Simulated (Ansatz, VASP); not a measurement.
# HfCoN2 in two plane-wave programs

Wanted: the spread between two codes on one cell, functional and k mesh. The cell is invented: As first built, before any earlier steps moved the atoms: it takes the HfTiN2 structure with some of its atoms replaced by other elements, volume scaled by an estimate. It may not be a known or stable phase. The cell is a member of a volume series, scaled by 0.94 from a relaxed one, so a pressure remains.

Program: Ansatz 0.2.0. Level of theory: plane waves, with VASP 6.6.1 beside it; single point at LDA, DFT+U. Results are calculated unless marked as measured.

## Step 1: The structure

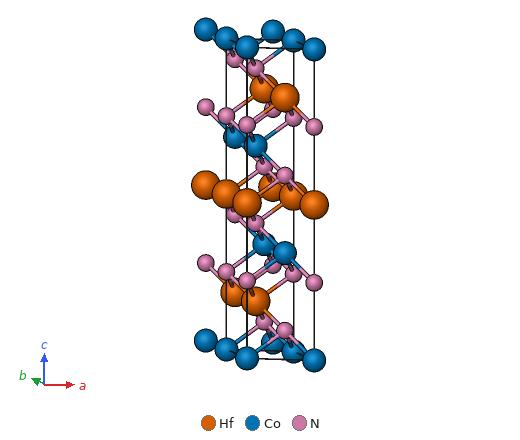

The cell as given, slightly off an axis (hafnium orange, cobalt blue, nitrogen pink). 1×2×1 cells are drawn. This picture shows the conventional cell, with its axes. Bonds to atoms that aren't drawn are left out. Some periodic images of atoms are drawn too.

## Step 2: VASP: single point, LDA, DFT+U

With cell and atoms fixed, the geometry can't cause a difference; cores, projectors, grids and the points listed under the comparison can.

Lines of VASP's logs that name or quote its potential files are left out, and so is its time.

The input, INCAR:

```
SYSTEM = HfCoN2
PREC = Accurate
ENCUT = 520
EDIFF = 1E-06
NELM = 100
ISMEAR = -1
SIGMA = 0.05
LREAL = .FALSE.
ALGO = Normal
GGA = CA
NBANDS = 22
ISPIN = 2
MAGMOM = 0.055 2.699 0.099 0.099
LDAU = .TRUE.
LDAUTYPE = 2
LDAUL = 2 2 -1
LDAUU = 7 6.2 0
LDAUJ = 0 0 0
LDAUPRINT = 1
LASPH = .TRUE.
LMAXMIX = 4
LORBIT = 11
LWAVE = .FALSE.
LCHARG = .FALSE.
KPAR = 2
ISIF = 2
```

The input, POSCAR:

```
HfCoN2
1.0
    1.5740607518      0.9087843970      4.7883197657
   -1.5740607518      0.9087843970      4.7883197657
    0.0000000000     -1.8175687940      4.7883197657
Hf Co N
1 1 2
Direct
    0.5000000000      0.5000000000      0.5000000000
    0.0000000000      0.0000000000      0.0000000000
    0.7506245350      0.7506245350      0.7506245350
    0.2493754650      0.2493754650      0.2493754650
```

The input, KPOINTS:

```
Automatic mesh
0
Gamma
7 7 7
0 0 0
```

Potentials, in the order of the species: Hf_pv, Co and N (LDA family, release 64).

Started as:

```sh
$ mpirun -np 2 vasp_std
```

Numbers of over 12 decimals in the logs are rounded to 6 here.

The program printed:

```text
[banner, memory and clock lines left out]
running    2 mpi-ranks, on    1 nodes
 distrk:  each k-point on    1 cores,    2 groups
 distr:  one band on    1 cores,    1 groups

 POSCAR found type information on POSCAR HfCoN
 POSCAR found :  3 types and       4 ions
 LDA part: xc-table for (Slater(with rela. corr.)+CA(PZ))
 , standard interpolation
 POSCAR, INCAR and KPOINTS ok, starting setup
 FFT: planning ... GRIDC
 FFT: planning ... GRID_SOFT
 FFT: planning ... GRID
 WAVECAR not read
 entering main loop
       N       E                     dE             d eps       ncg     rms          rms(c)
DAV:   1     0.191262562173E+03    0.19126E+03   -0.14238E+04  3944   0.143E+03
DAV:   2    -0.216059543810E+02   -0.21287E+03   -0.19710E+03  4128   0.351E+02
DAV:   3    -0.389604824880E+02   -0.17355E+02   -0.16904E+02  4808   0.993E+01
DAV:   4    -0.393574010207E+02   -0.39692E+00   -0.39601E+00  4490   0.149E+01
DAV:   5    -0.393686665146E+02   -0.11265E-01   -0.11262E-01  5190   0.255E+00    0.689E+01
DAV:   6    -0.343907120754E+02    0.49780E+01   -0.68232E+01  5584   0.108E+02    0.540E+01
DAV:   7    -0.323690017455E+02    0.20217E+01   -0.49610E+01  4734   0.117E+02    0.487E+01
DAV:   8    -0.322942347460E+02    0.74767E-01   -0.41225E+00  5338   0.256E+01    0.213E+01
DAV:   9    -0.324137393671E+02   -0.11950E+00   -0.61347E+00  5798   0.324E+01    0.524E+00
DAV:  10    -0.326918541950E+02   -0.27811E+00   -0.86249E-01  5586   0.770E+00    0.288E+00
DAV:  11    -0.328386450581E+02   -0.14679E+00   -0.19480E-01  5328   0.550E+00    0.134E+00
DAV:  12    -0.328737257101E+02   -0.35081E-01   -0.55519E-02  5800   0.238E+00    0.807E-01
DAV:  13    -0.328835281155E+02   -0.98024E-02   -0.20918E-02  6012   0.139E+00    0.384E-01
DAV:  14    -0.328986528960E+02   -0.15125E-01   -0.52225E-02  5604   0.162E+00    0.235E-01
DAV:  15    -0.329010519742E+02   -0.23991E-02   -0.52265E-03  5882   0.800E-01    0.172E-01
DAV:  16    -0.329024266619E+02   -0.13747E-02   -0.81364E-03  5160   0.648E-01    0.105E-01
DAV:  17    -0.329027098436E+02   -0.28318E-03   -0.19608E-03  5300   0.347E-01    0.649E-02
DAV:  18    -0.329027557987E+02   -0.45955E-04   -0.15498E-04  5948   0.156E-01    0.165E-02
DAV:  19    -0.329027717506E+02   -0.15952E-04   -0.86750E-05  5528   0.728E-02    0.192E-02
DAV:  20    -0.329027726224E+02   -0.87182E-06   -0.14988E-05  4166   0.293E-02    0.481E-03
DAV:  21    -0.329027731067E+02   -0.48436E-06   -0.10927E-06  2712   0.113E-02
   1 F= -.32902773E+02 E0= -.32902773E+02  d E =-.143186E-07  mag=     3.0000
```

OUTCAR, selected parts (step 2):

```text
ion  position               nearest neighbor table
   1  0.500  0.500  0.500-   4 2.17   3 2.17   4 2.17   4 2.17   3 2.17   3 2.17   2 3.01   2 3.01
                             2 3.01   2 3.01   2 3.01   2 3.01
   2  0.000  0.000  0.000-   3 2.18   4 2.18   3 2.18   3 2.18   4 2.18   4 2.18   1 3.01   1 3.01
                             1 3.01   1 3.01   1 3.01   1 3.01
   3  0.751  0.751  0.751-   1 2.17   1 2.17   1 2.17   2 2.18   2 2.18   2 2.18
   4  0.249  0.249  0.249-   1 2.17   1 2.17   1 2.17   2 2.18   2 2.18   2 2.18

  LATTYP: Found a trigonal (rhomboedric) cell.
 ALAT       =     5.1216757521
 COS(alpha) =     0.8110926680

 Subroutine GETGRP returns: Found 12 space group operations
 (whereof 12 operations were pure point group operations)

The static configuration has the point symmetry D_3d.

 Found     44 irreducible k-points:

   k-points           NKPTS =     44   k-points in BZ     NKDIM =     44   number of bands    NBANDS=     22

   dimension x,y,z NGX =    40 NGY =   40 NGZ =   40
   dimension x,y,z NGXF=    80 NGYF=   80 NGZF=   80

   ENCUT  =  520.0 eV  38.22 Ry    6.18 a.u.   9.52  9.52  9.52*2*pi/ulx,y,z

   NELECT =      29.0000    total number of electrons

 k-points in reciprocal lattice and weights: Automatic mesh
   0.00000000  0.00000000  0.00000000       0.003
   0.14285714  0.00000000  0.00000000       0.017
   0.28571429  0.00000000  0.00000000       0.017
   0.42857143  0.00000000 -0.00000000       0.017
   0.14285714  0.14285714  0.00000000       0.017
   0.28571429  0.14285714 -0.00000000       0.035
   0.42857143  0.14285714  0.00000000       0.035
  -0.42857143  0.14285714  0.00000000       0.035
  -0.28571429  0.14285714 -0.00000000       0.035
[...]
0.42857143  0.42857143  0.42857143       0.006
  -0.42857143  0.42857143  0.42857143       0.017

atom =   1  type =  1  l = 2

 onsite density matrix

spin component  1

  0.1588 -0.0000  0.0000  0.0741  0.0000
 -0.0000  0.1798 -0.0000  0.0000  0.0741
  0.0000 -0.0000  0.0901 -0.0000 -0.0000
  0.0741  0.0000 -0.0000  0.1798 -0.0000
  0.0000  0.0741 -0.0000 -0.0000  0.1588

spin component  2

  0.1529 -0.0000  0.0000  0.0657  0.0000
 -0.0000  0.1723 -0.0000  0.0000  0.0657
  0.0000 -0.0000  0.0853 -0.0000 -0.0000
  0.0657  0.0000 -0.0000  0.1723 -0.0000
  0.0000  0.0657 -0.0000 -0.0000  0.1529

 occupancies and eigenvectors

  o =  0.0853  v =  0.0000  0.0000  0.0000  0.0000  0.0000 -0.0000 -0.0000  1.0000  0.0000  0.0000      0.0000  0.0000  0.0000  0.0000  0.0000  0.0000  0.0000  0.0000  0.0000  0.0000
  o =  0.0901  v = -0.0000 -0.0000  1.0000  0.0000  0.0000  0.0000  0.0000  0.0000  0.0000  0.0000      0.0000  0.0000  0.0000  0.0000  0.0000  0.0000  0.0000  0.0000  0.0000  0.0000
  o =  0.0945  v = -0.0000  0.6557  0.0000  0.0000 -0.7550  0.0000  0.0000  0.0000  0.0000  0.0000      0.0000  0.0000  0.0000  0.0000  0.0000  0.0000  0.0000  0.0000  0.0000  0.0000
  o =  0.0945  v =  0.7550  0.0000  0.0000 -0.6557 -0.0000  0.0000  0.0000  0.0000  0.0000  0.0000      0.0000  0.0000  0.0000  0.0000  0.0000  0.0000  0.0000  0.0000  0.0000  0.0000
  o =  0.0961  v =  0.0000  0.0000  0.0000  0.0000  0.0000 -0.0000  0.6536  0.0000  0.0000 -0.7568      0.0000  0.0000  0.0000  0.0000  0.0000  0.0000  0.0000  0.0000  0.0000  0.0000
[...]
0.0000  0.0299 -0.0000 -0.0000  0.9838

spin component  2

  0.5393 -0.0000  0.0000 -0.3873 -0.0000
 -0.0000  0.5827  0.0000 -0.0000 -0.3873
  0.0000  0.0000  0.0552  0.0000 -0.0000
 -0.3873 -0.0000  0.0000  0.5827 -0.0000
 -0.0000 -0.3873 -0.0000 -0.0000  0.5393

 occupancies and eigenvectors

  o =  0.0552  v =  0.0000  0.0000  0.0000  0.0000  0.0000  0.0000 -0.0000 -1.0000  0.0000 -0.0000      0.0000  0.0000  0.0000  0.0000  0.0000  0.0000  0.0000  0.0000  0.0000  0.0000
  o =  0.1731  v =  0.0000  0.0000  0.0000  0.0000  0.0000  0.0000  0.6870 -0.0000  0.0000  0.7267      0.0000  0.0000  0.0000  0.0000  0.0000  0.0000  0.0000  0.0000  0.0000  0.0000
  o =  0.1731  v =  0.0000  0.0000  0.0000  0.0000  0.0000 -0.7267  0.0000 -0.0000 -0.6870  0.0000      0.0000  0.0000  0.0000  0.0000  0.0000  0.0000  0.0000  0.0000  0.0000  0.0000
  o =  0.9489  v =  0.0000  0.0000  0.0000  0.0000  0.0000  0.0000 -0.7267 -0.0000 -0.0000  0.6870      0.0000  0.0000  0.0000  0.0000  0.0000  0.0000  0.0000  0.0000  0.0000  0.0000
  o =  0.9489  v =  0.0000  0.0000  0.0000  0.0000  0.0000  0.6870  0.0000 -0.0000 -0.7267 -0.0000      0.0000  0.0000  0.0000  0.0000  0.0000  0.0000  0.0000  0.0000  0.0000  0.0000
  o =  0.9646  v =  0.0000 -0.5406  0.0000 -0.0000  0.8413  0.0000  0.0000  0.0000  0.0000  0.0000      0.0000  0.0000  0.0000  0.0000  0.0000  0.0000  0.0000  0.0000  0.0000  0.0000
  o =  0.9646  v = -0.8413  0.0000  0.0000  0.5406  0.0000  0.0000  0.0000  0.0000  0.0000  0.0000      0.0000  0.0000  0.0000  0.0000  0.0000  0.0000  0.0000  0.0000  0.0000  0.0000
  o =  0.9715  v =  0.0000 -0.0000 -1.0000  0.0000  0.0000  0.0000  0.0000  0.0000  0.0000  0.0000      0.0000  0.0000  0.0000  0.0000  0.0000  0.0000  0.0000  0.0000  0.0000  0.0000
  o =  1.0304  v =  0.0000  0.8413 -0.0000 -0.0000  0.5406  0.0000  0.0000  0.0000  0.0000  0.0000      0.0000  0.0000  0.0000  0.0000  0.0000  0.0000  0.0000  0.0000  0.0000  0.0000
  o =  1.0304  v =  0.5406  0.0000  0.0000  0.8413  0.0000  0.0000  0.0000  0.0000  0.0000  0.0000      0.0000  0.0000  0.0000  0.0000  0.0000  0.0000  0.0000  0.0000  0.0000  0.0000

 average (electrostatic) potential at core
       1 -35.5059       2 -80.6839       3 -59.4569       4 -59.4569

 E-fermi :   8.4098

 spin component 1
 k-point     1 :       0.0000    0.0000    0.0000
  band No.  band energies     occupation
    ...
     12       5.1982      1.00000
     13       5.1982      1.00000
     14       6.8206      1.00000
     15       6.8206      1.00000
     16       7.1175      1.00000
     17      12.0016      0.00000
     18      12.0852      0.00000
     19      12.0852      0.00000
     20      13.2549      0.00000
     21      13.3716      0.00000
    ...

 k-point     2 :       0.1429    0.0000    0.0000
  band No.  band energies     occupation
    ...
     12       4.3228      1.00000
     13       5.1749      1.00000
     14       5.9018      1.00000
     15       6.7278      1.00000
     16       7.5545      1.00000
     17      11.4965      0.00000
     18      12.5937      0.00000
     19      12.9190      0.00000
     20      13.2856      0.00000
     21      14.3282      0.00000
    ...

 k-point     3 :       0.2857    0.0000    0.0000
  band No.  band energies     occupation
    ...
     12       3.8403      1.00000
     13       4.7932      1.00000
     14       4.8200      1.00000
     15       6.9013      1.00000
     16       6.9764      1.00000
     17      10.9746      0.00000
     18      13.4085      0.00000
     19      13.7419      0.00000
     20      14.2116      0.00000
     21      16.3133      0.00000
    ...

 k-point     4 :       0.4286    0.0000   -0.0000
  band No.  band energies     occupation
    ...
     12       3.2354      1.00000
     13       4.2041      1.00000
     14       4.6544      1.00000
     15       6.7772      1.00000
     16       7.2351      1.00000
     17      10.6106      0.00000
     18      14.4007      0.00000
     19      14.8696      0.00000
     20      15.0661      0.00000
     21      16.7094      0.00000
    ...

 k-point     5 :       0.1429    0.1429    0.0000
  band No.  band energies     occupation
    ...
     12       4.3855      1.00000
     13       4.8549      1.00000
     14       5.6217      1.00000
     15       7.1357      1.00000
     16       7.6217      1.00000
     17      11.3040      0.00000
     18      12.6000      0.00000
     19      13.0354      0.00000
     20      13.3789      0.00000
     21      14.3233      0.00000
    ...

 k-point     6 :       0.2857    0.1429   -0.0000
  band No.  band energies     occupation
    ...
     12       4.0714      1.00000
     13       4.4154      1.00000
     14       5.5492      1.00000
     15       6.3399      1.00000
     16       7.4997      1.00000
     17      11.6574      0.00000
     18      12.2223      0.00000
     19      13.5272      0.00000
     20      14.2219      0.00000
     21      15.4094      0.00000
    ...

  Total        4.5004686      4.5004686      3.6484181      0.0000000      0.0000000      0.0000000
  in kB      175.4492716    175.4492709    142.2323658      0.0000000      0.0000000      0.0000000
  external PRESSURE =     164.3769695 kB  Pullay stress =       0.0000000 kB

  energy-cutoff  :      520.00
  volume of cell :       41.10
      direct lattice vectors                 reciprocal lattice vectors
     1.574060752  0.908784397  4.788319766     0.317649747  0.183395167  0.069613842
    -1.574060752  0.908784397  4.788319766    -0.317649747  0.183395167  0.069613842
     0.000000000 -1.817568794  4.788319766     0.000000000 -0.366790335  0.069613842

 POSITION                                       TOTAL-FORCE (eV/Angst)
 -----------------------------------------------------------------------------------
      0.00000      0.00000      7.18248         0.000000      0.000000      0.000000
      0.00000      0.00000      0.00000         0.000000     -0.000000     -0.000000
      0.00000      0.00000     10.78269         0.000000     -0.000000     -0.537917
      0.00000      0.00000      3.58227         0.000000     -0.000000      0.537917
 -----------------------------------------------------------------------------------
    total drift:                               -0.000000     -0.000000      0.000000

  FREE ENERGIE OF THE ION-ELECTRON SYSTEM (eV)
  ---------------------------------------------------
  free  energy   TOTEN  =       -32.9027731067 eV

  energy  without entropy=      -32.9027730924  energy(sigma->0) =      -32.90277310

 total charge
# of ion       s       p       d       tot
------------------------------------------
    1        0.372   6.825   1.461   8.657
    2        0.349   0.463   7.231   8.043
    3        1.226   2.524   0.000   3.750
    4        1.226   2.524   0.000   3.750
--------------------------------------------------
tot          3.173  12.336   8.692  24.201

 magnetization (x)
# of ion       s       p       d       tot
------------------------------------------
    1        0.008   0.022   0.031   0.061
    2        0.012   0.013   2.658   2.683
    3        0.015   0.094   0.000   0.109
    4        0.015   0.094   0.000   0.109
--------------------------------------------------
tot          0.050   0.222   2.690   2.962

[... 6 further parts left out ...]
```

The run ends at a pressure of 16.44 GPa, with forces up to 0.54 eV/Å.

(Part 1 of 3 ends here.)

[Lines on the potential files, build, host, timing and source positions are cut from VASP's logs without a mark.]

[Logs are printed without paths, hosts, clocks, repeated set-up lines and the standing remarks that a program may print on its own settings, such as how far it seeks lower states.]

[Hosts, paths, dates, database ids (printed as entryN), source tags and the programs' standing remarks are cut or masked in the printed files.]
